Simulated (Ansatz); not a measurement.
**C2H5FO: rotation by 120° about the C1–O2 bond**

How high is the barrier for the rotation by 120° about the C1–O2 bond? Relax the two ends, then run a nudged elastic band between them. SMILES of the start: COCF.

Program: Ansatz 0.2.0. Level of theory: RKS B3LYP-D4/def2-SVP. These are calculated values, not measurements.

## (1) The starting structure

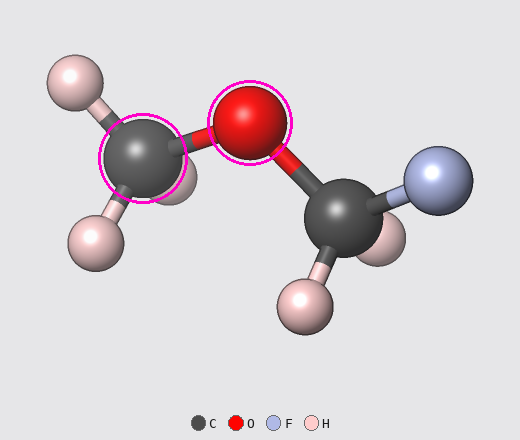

The starting structure, seen from a chosen angle (carbon dark grey, oxygen red, fluorine light blue, hydrogen pink). Ringed: C1, O2.

Structure file:

```xyz
9

C     0.2951    1.1520    0.0085
O     0.1037    0.0092    0.8287
C    -0.2711   -1.1076    0.0621
F    -0.4833   -2.1218    0.8978
H     1.0480    0.9808   -0.7425
H     0.6017    1.9715    0.6215
H    -0.6388    1.4524   -0.4925
H    -1.2430   -0.9086   -0.4402
H     0.4617   -1.3703   -0.6746
```

## (2) Relaxing end A

The input, input.yaml:

```yaml
crystal:
  periodic: [false, false, false]
  atoms:
    - { symbol: C, position_ang: [0.2951, 1.152, 0.0085] }
    - { symbol: O, position_ang: [0.1037, 0.0092, 0.8287] }
    - { symbol: C, position_ang: [-0.2711, -1.1076, 0.0621] }
    - { symbol: F, position_ang: [-0.4833, -2.1218, 0.8978] }
    - { symbol: H, position_ang: [1.048, 0.9808, -0.7425] }
    - { symbol: H, position_ang: [0.6017, 1.9715, 0.6215] }
    - { symbol: H, position_ang: [-0.6388, 1.4524, -0.4925] }
    - { symbol: H, position_ang: [-1.243, -0.9086, -0.4402] }
    - { symbol: H, position_ang: [0.4617, -1.3703, -0.6746] }
basis:
  gaussian: { orbitals: def2-SVP }
hamiltonian:
  xc: b3lyp
  dispersion: d4
relax:
  f_tol: 0.015
  max_steps: 40
```

Started as:

```
$ ansatz run input.yaml --threads 1 --pin off --max-ram 2048MiB --backend cpu --events-out ev --progress --plain --runs-dir out
```

Standard output, cut to the lines that bear on the results:

```text
Warning: RAYON_NUM_THREADS=1 ignored (pool sized by the plan → 1); use --threads N
[...]
Functional definition: B3LYP
[...]
886 factors; integrals over basis functions are off by at most 2.4e-4 eV
[...]
mean field -6913.48748544 eV, -254.0659789600 hartree, gradient 1.8e-5 eV, S^2 0.000000; 0 other end points of the search recorded, 0 dependent functions left out
[...]
reference -6913.48766479 eV, -254.0659855509 hartree; 17, 17 occupied and 64, 64 virtual orbitals, 886 factors
relax step   1: F+E_penalty+E_count = -6913.65868671 eV  Δ(F+E_penalty+E_count) = +0.000e0 eV  max|allowed force component| = 1.431e0 eV/Å  Δτ_max = 0.0000 Å  (24 SCF iters, accepted)
[...]
relax step   4: F+E_penalty+E_count = -6913.76396845 eV  Δ(F+E_penalty+E_count) = -3.300e-4 eV  max|allowed force component| = 1.922e-2 eV/Å  Δτ_max = 0.0065 Å  (21 SCF iters, accepted)
[...]
relax step   5: F+E_penalty+E_count = -6913.76399587 eV  Δ(F+E_penalty+E_count) = -2.742e-5 eV  max|allowed force component| = 5.695e-3 eV/Å  Δτ_max = 0.0026 Å  (22 SCF iters, accepted)
886 factors; integrals over basis functions are off by at most 2.4e-4 eV
mean field -6913.59312243 eV, -254.0698610475 hartree, gradient 1.6e-5 eV, S^2 0.000000; 1 other end points of the search recorded, 0 dependent functions left out
[...]
reference -6913.59330326 eV, -254.0698676930 hartree; 17, 17 occupied and 64, 64 virtual orbitals, 886 factors
Total energy: -6913.76417671 eV, -254.0761471763 hartree
Atom 0 at     0.291070     1.152776     0.005400 Å, force     0.000198    -0.002335     0.001608 eV/Å
Atom 1 at     0.098184     0.007004     0.793929 Å, force     0.000016     0.001176     0.002208 eV/Å
Atom 2 at    -0.300076    -1.101041     0.068783 Å, force    -0.000027     0.000360    -0.005695 eV/Å
Atom 3 at    -0.456304    -2.130708     0.936528 Å, force     0.001138     0.002948     0.002665 eV/Å
Atom 4 at     1.079163     1.003669    -0.760531 Å, force    -0.000706    -0.000077    -0.000176 eV/Å
Atom 5 at     0.603408     1.966860     0.673494 Å, force    -0.000258    -0.000811     0.000733 eV/Å
Atom 6 at    -0.638152     1.461269    -0.515506 Å, force     0.000427    -0.000598    -0.000573 eV/Å
Atom 7 at    -1.269559    -0.917867    -0.446300 Å, force    -0.001062    -0.000205    -0.000040 eV/Å
Atom 8 at     0.466266    -1.384363    -0.686998 Å, force     0.000274    -0.000459    -0.000729 eV/Å
Dipole moment:     0.023433     0.326787    -0.455668 e Å
```

Run time: 20 s. Hardware: 1 thread of Intel Xeon at 2.70GHz, shared host; peak memory 0.16 GiB.

Step by step:

```tsv
step	energy from step 1 (eV)	largest force component (eV/Å)
1	0.0000	1.4313
2	-0.0927	0.6631
3	-0.1050	0.1111
4	-0.1053	0.0192
5	-0.1053	0.0057
```

Step 1 is the start.

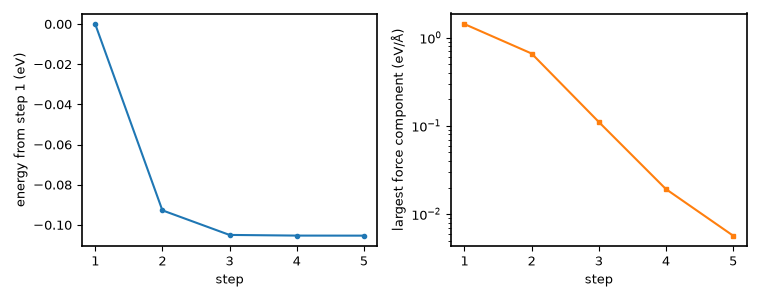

Energy and largest force along the relaxation.

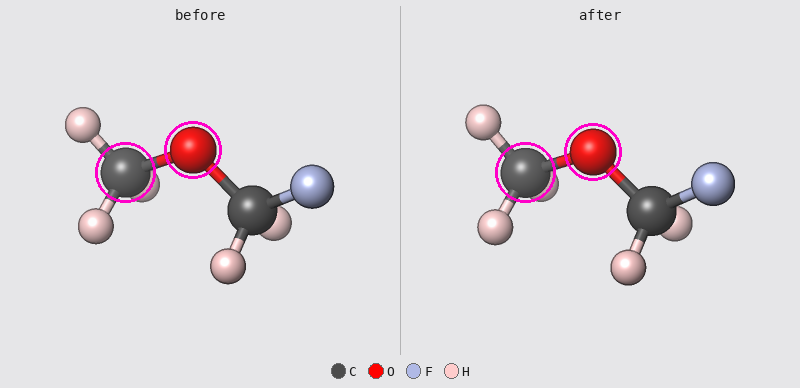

The structure before (left) and after (right), drawn at the same scale.

After: Bond lengths: C1–O2 1.404 Å, O2–C3 1.383 Å, C3–F4 1.356 Å, C1–H5 1.109 Å, C1–H6 1.098 Å, C1–H7 1.109 Å, C3–H8 1.113 Å, C3–H9 1.113 Å. Angles: C1–O2–C3 113.5°, O2–C1–H5 112.1°, O2–C1–H6 107.6°, O2–C1–H7 112.1°, H5–C1–H6 108.5°, H5–C1–H7 108.0°, H6–C1–H7 108.5°, O2–C3–F4 107.8°, O2–C3–H8 111.2°, O2–C3–H9 111.2°, F4–C3–H8 108.7°, F4–C3–H9 108.7°, H8–C3–H9 109.1°.

## (3) Relaxing end B

The second end starts from a geometry with the move made by hand.

The input, input.yaml:

```yaml
crystal:
  periodic: [false, false, false]
  atoms:
    - { symbol: C, position_ang: [0.2951, 1.152, 0.0085] }
    - { symbol: O, position_ang: [0.1037, 0.0092, 0.8287] }
    - { symbol: C, position_ang: [1.28186, -0.32121, 1.52018] }
    - { symbol: F, position_ang: [1.04427, -1.42611, 2.22359] }
    - { symbol: H, position_ang: [1.048, 0.9808, -0.7425] }
    - { symbol: H, position_ang: [0.6017, 1.9715, 0.6215] }
    - { symbol: H, position_ang: [-0.6388, 1.4524, -0.4925] }
    - { symbol: H, position_ang: [2.08301, -0.58002, 0.79377] }
    - { symbol: H, position_ang: [1.62379, 0.46867, 2.15886] }
basis:
  gaussian: { orbitals: def2-SVP }
hamiltonian:
  xc: b3lyp
  dispersion: d4
relax:
  f_tol: 0.015
  max_steps: 40
output:
  orbitals: {}
```

Started as:

```
$ ansatz run input.yaml --threads 1 --pin off --max-ram 2048MiB --backend cpu --events-out ev --progress --plain --runs-dir out
```

Standard output, cut to the lines that bear on the results:

```text
Warning: RAYON_NUM_THREADS=1 ignored (pool sized by the plan → 1); use --threads N
[...]
[... 1 set-up line as earlier in the session ...]
[...]
886 factors; integrals over basis functions are off by at most 2.3e-4 eV
[...]
mean field -6913.45634803 eV, -254.0648346810 hartree, gradient 1.9e-5 eV, S^2 0.000000; 0 other end points of the search recorded, 0 dependent functions left out
[...]
reference -6913.45652718 eV, -254.0648412647 hartree; 17, 17 occupied and 64, 64 virtual orbitals, 886 factors
relax step   1: F+E_penalty+E_count = -6913.62761660 eV  Δ(F+E_penalty+E_count) = +0.000e0 eV  max|allowed force component| = 2.010e0 eV/Å  Δτ_max = 0.0000 Å  (25 SCF iters, accepted)
[...]
relax step   4: F+E_penalty+E_count = -6913.76387258 eV  Δ(F+E_penalty+E_count) = -1.094e-3 eV  max|allowed force component| = 3.498e-2 eV/Å  Δτ_max = 0.0082 Å  (24 SCF iters, accepted)
[...]
reference -6913.59328821 eV, -254.0698671399 hartree; 17, 17 occupied and 64, 64 virtual orbitals, 886 factors
Total energy: -6913.76415977 eV, -254.0761465540 hartree
Atom 0 at     0.300005     1.164007     0.017299 Å, force     0.010419     0.004459     0.002780 eV/Å
Atom 1 at     0.134014     0.030262     0.828544 Å, force    -0.001892    -0.002606    -0.000214 eV/Å
Atom 2 at     1.284165    -0.343026     1.499530 Å, force    -0.010839     0.000668    -0.000269 eV/Å
Atom 3 at     0.994046    -1.444290     2.234955 Å, force     0.008555     0.001328     0.001722 eV/Å
Atom 4 at     1.059198     1.001996    -0.774833 Å, force    -0.002569    -0.000489    -0.000857 eV/Å
Atom 5 at     0.603794     2.054852     0.603976 Å, force    -0.004012     0.001728    -0.002086 eV/Å
Atom 6 at    -0.665960     1.373912    -0.461903 Å, force     0.002884    -0.000834     0.001018 eV/Å
Atom 7 at     2.102595    -0.593503     0.788043 Å, force    -0.001013    -0.001780    -0.000728 eV/Å
Atom 8 at     1.630773     0.463020     2.184489 Å, force    -0.001532    -0.002474    -0.001366 eV/Å
Dipole moment:     0.251062     0.436621    -0.247493 e Å
```

Run time: 21 s. Hardware: 1 thread of Intel Xeon at 2.70GHz, shared host; peak memory 0.16 GiB.

Relaxation path:

```tsv
step	energy from step 1 (eV)	largest force component (eV/Å)
1	0.0000	2.0097
2	-0.1214	0.6434
3	-0.1352	0.1582
4	-0.1363	0.0350
5	-0.1364	0.0108
```

Step 1 is the start.

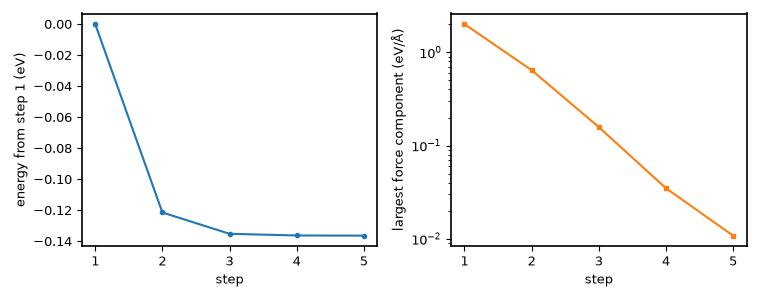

Energy and largest force along the relaxation.

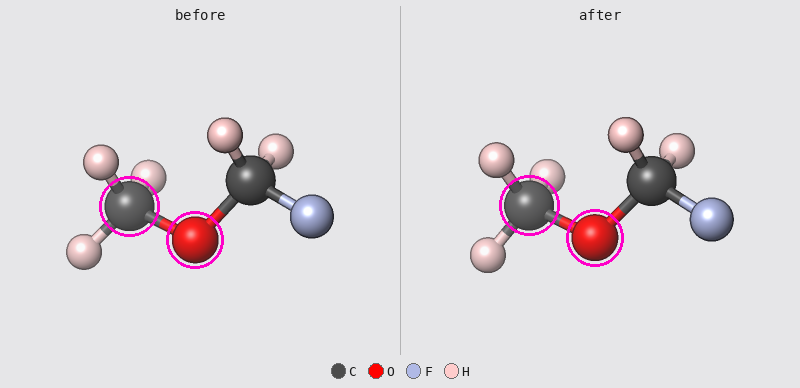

Before and after, at one scale.

After: Bond lengths: C1–O2 1.404 Å, O2–C3 1.383 Å, C3–F4 1.356 Å, C1–H5 1.109 Å, C1–H6 1.109 Å, C1–H7 1.099 Å, C3–H8 1.113 Å, C3–H9 1.113 Å. Angles: C1–O2–C3 113.6°, O2–C1–H5 112.1°, O2–C1–H6 112.0°, O2–C1–H7 107.6°, H5–C1–H6 107.9°, H5–C1–H7 108.6°, H6–C1–H7 108.5°, O2–C3–F4 107.7°, O2–C3–H8 111.2°, O2–C3–H9 111.2°, F4–C3–H8 108.7°, F4–C3–H9 108.7°, H8–C3–H9 109.1°.

## (4) The band

crystal.atoms is end A as relaxed above, and neb.final_atoms is end B, turned to lie on A. With 7 inner images the band has 9 in all. The start path is listed, through a guess of the saddle.

The input, input.yaml:

```yaml
crystal:
  periodic: [false, false, false]
  atoms:
    - { symbol: C, position_ang: [0.29107, 1.152776, 0.0054] }
    - { symbol: O, position_ang: [0.098184, 0.007004, 0.793929] }
    - { symbol: C, position_ang: [-0.300076, -1.101041, 0.068783] }
    - { symbol: F, position_ang: [-0.456304, -2.130708, 0.936528] }
    - { symbol: H, position_ang: [1.079163, 1.003669, -0.760531] }
    - { symbol: H, position_ang: [0.603408, 1.96686, 0.673494] }
    - { symbol: H, position_ang: [-0.638152, 1.461269, -0.515506] }
    - { symbol: H, position_ang: [-1.269559, -0.917867, -0.4463] }
    - { symbol: H, position_ang: [0.466266, -1.384363, -0.686998] }
basis:
  gaussian: { orbitals: def2-SVP }
hamiltonian:
  xc: b3lyp
  dispersion: d4
neb:
  order_check: false
  images: 7
  f_tol: 0.03
  max_iterations: 60
  final_atoms:
    - { symbol: C, position_ang: [0.11614393, 1.18481886, -0.04353158] }
    - { symbol: O, position_ang: [-0.50040782, 0.11516731, 0.62486852] }
    - { symbol: C, position_ang: [-0.17593721, -1.12382873, 0.10331208] }
    - { symbol: F, position_ang: [-0.8356405, -2.06174332, 0.82643664] }
    - { symbol: H, position_ang: [-0.17730993, 1.23316431, -1.11200818] }
    - { symbol: H, position_ang: [1.22250291, 1.12322284, 0.00398901] }
    - { symbol: H, position_ang: [-0.20367237, 2.11309237, 0.44922482] }
    - { symbol: H, position_ang: [-0.48910606, -1.20752995, -0.96144119] }
    - { symbol: H, position_ang: [0.91742706, -1.31876468, 0.17794887] }
  initial_path:
    images:
      - { positions_ang: [[0.29107, 1.152776, 0.0054], [0.098184, 0.007004, 0.793929], [-0.300076, -1.101041, 0.068783], [-0.456304, -2.130708, 0.936528], [1.079163, 1.003669, -0.760531], [0.603408, 1.96686, 0.673494], [-0.638152, 1.461269, -0.515506], [-1.269559, -0.917867, -0.4463], [0.466266, -1.384363, -0.686998]] }
      - { positions_ang: [[0.26159736, 1.15876424, 0.00254079], [0.01309146, 0.02624629, 0.79529388], [-0.27168925, -1.10670628, 0.07223488], [-0.50153919, -2.12064292, 0.92214894], [0.91438099, 0.9683108, -0.82194814], [0.71166339, 1.88137711, 0.61408451], [-0.62951411, 1.58484782, -0.40273283], [-1.173547, -0.95833086, -0.5300063], [0.54955635, -1.37626719, -0.58281672]] }
      - { positions_ang: [[0.23212473, 1.16475248, -0.00031842], [-0.07200109, 0.04548859, 0.79665876], [-0.2433025, -1.11237156, 0.07568675], [-0.54677438, -2.11057784, 0.90776988], [0.74959897, 0.93295259, -0.88336529], [0.81991878, 1.79589421, 0.55467502], [-0.62087622, 1.70842663, -0.28995965], [-1.07753499, -0.99879472, -0.6137126], [0.6328467, -1.36817139, -0.47863545]] }
      - { positions_ang: [[0.20265209, 1.17074073, -0.00317763], [-0.15709363, 0.06473088, 0.79802364], [-0.21491575, -1.11803684, 0.07913863], [-0.59200957, -2.10051276, 0.89339083], [0.58481696, 0.89759439, -0.94478243], [0.92817417, 1.71041132, 0.49526553], [-0.61223832, 1.83200545, -0.17718648], [-0.98152299, -1.03925858, -0.6974189], [0.71613705, -1.36007558, -0.37445417]] }
      - { positions_ang: [[0.17317945, 1.17672897, -0.00603684], [-0.24218617, 0.08397317, 0.79938852], [-0.186529, -1.12370211, 0.08259051], [-0.63724476, -2.09044767, 0.87901177], [0.42003495, 0.86223618, -1.00619958], [1.03642956, 1.62492843, 0.43585604], [-0.60360043, 1.95558426, -0.06441331], [-0.88551098, -1.07972245, -0.78112521], [0.79942739, -1.35197978, -0.27027289]] }
      - { positions_ang: [[0.15892057, 1.17875144, -0.01541053], [-0.30674158, 0.09177171, 0.75575852], [-0.18388106, -1.12373377, 0.0877709], [-0.6868437, -2.08327159, 0.86586799], [0.27069873, 0.95496821, -1.03265173], [1.08294789, 1.49950203, 0.32788928], [-0.50361842, 1.99496129, 0.06399622], [-0.78640975, -1.11167432, -0.8262042], [0.82892731, -1.343676, -0.15821745]] }
      - { positions_ang: [[0.14466169, 1.18077391, -0.02478421], [-0.371297, 0.09957024, 0.71212852], [-0.18123311, -1.12376542, 0.09295129], [-0.73644263, -2.0760955, 0.85272421], [0.12136251, 1.04770025, -1.05910388], [1.12946623, 1.37407563, 0.21992252], [-0.4036364, 2.03433832, 0.19240575], [-0.68730852, -1.1436262, -0.8712832], [0.85842723, -1.33537223, -0.04616201]] }
      - { positions_ang: [[0.13040281, 1.18279638, -0.0341579], [-0.43585241, 0.10736877, 0.66849852], [-0.17858516, -1.12379707, 0.09813169], [-0.78604157, -2.06891941, 0.83958043], [-0.02797371, 1.14043228, -1.08555603], [1.17598457, 1.24864923, 0.11195577], [-0.30365439, 2.07371534, 0.32081529], [-0.58820729, -1.17557808, -0.91636219], [0.88792714, -1.32706845, 0.06589343]] }
      - { positions_ang: [[0.11614393, 1.18481886, -0.04353158], [-0.50040782, 0.11516731, 0.62486852], [-0.17593721, -1.12382873, 0.10331208], [-0.8356405, -2.06174332, 0.82643664], [-0.17730993, 1.23316431, -1.11200818], [1.22250291, 1.12322284, 0.00398901], [-0.20367237, 2.11309237, 0.44922482], [-0.48910606, -1.20752995, -0.96144119], [0.91742706, -1.31876468, 0.17794887]] }
```

Started as:

```
$ ansatz run input.yaml --threads 1 --pin off --max-ram 2048MiB --backend cpu --events-out ev --progress --plain --runs-dir out
```

Standard output, cut to the lines that bear on the results:

```text
Warning: RAYON_NUM_THREADS=1 ignored (pool sized by the plan → 1); use --threads N
[...]
[... 1 set-up line as earlier in the session ...]
[...]
887 factors; integrals over basis functions are off by at most 2.6e-4 eV
[...]
mean field -6913.59312303 eV, -254.0698610695 hartree, gradient 1.8e-5 eV, S^2 0.000000; 0 other end points of the search recorded, 0 dependent functions left out
[...]
reference -6913.59330386 eV, -254.0698677148 hartree; 17, 17 occupied and 64, 64 virtual orbitals, 887 factors
887 factors; integrals over basis functions are off by at most 1.0e-3 eV
[...]
mean field -6913.59310096 eV, -254.0698602586 hartree, gradient 1.9e-5 eV, S^2 0.000000; 0 other end points of the search recorded, 0 dependent functions left out
[...]
reference -6913.59328188 eV, -254.0698669073 hartree; 17, 17 occupied and 64, 64 virtual orbitals, 887 factors
[...]
Total energy: -6913.65522420 eV, -254.0721432455 hartree
Atom 0 at     0.180979     1.191098    -0.001508 Å, force     0.000499     0.001015    -0.000543 eV/Å
Atom 1 at    -0.230074     0.073255     0.755069 Å, force    -0.000334    -0.001741     0.000067 eV/Å
Atom 2 at    -0.218382    -1.131641     0.073237 Å, force     0.000032    -0.000275     0.000476 eV/Å
Atom 3 at    -0.638834    -2.091510     0.933535 Å, force     0.000052     0.000201    -0.000081 eV/Å
Atom 4 at     0.453653     0.925333    -1.039080 Å, force     0.000021     0.000184     0.000232 eV/Å
Atom 5 at     1.061307     1.662923     0.468238 Å, force    -0.000319    -0.000076    -0.000277 eV/Å
Atom 6 at    -0.631460     1.936864    -0.046764 Å, force     0.000229     0.000034    -0.000085 eV/Å
Atom 7 at    -0.908283    -1.114147    -0.799310 Å, force     0.000196     0.000212     0.000180 eV/Å
Atom 8 at     0.805094    -1.394576    -0.274617 Å, force    -0.000377     0.000447     0.000032 eV/Å
Dipole moment:     0.190305     0.292796    -0.467649 e Å
this run last wrote the band of iteration 6 to <dir>
```

It took 2.4 min on 1 thread of Intel Xeon at 2.70GHz, shared host; peak memory 0.16 GiB.

[end of part 1 of 2]
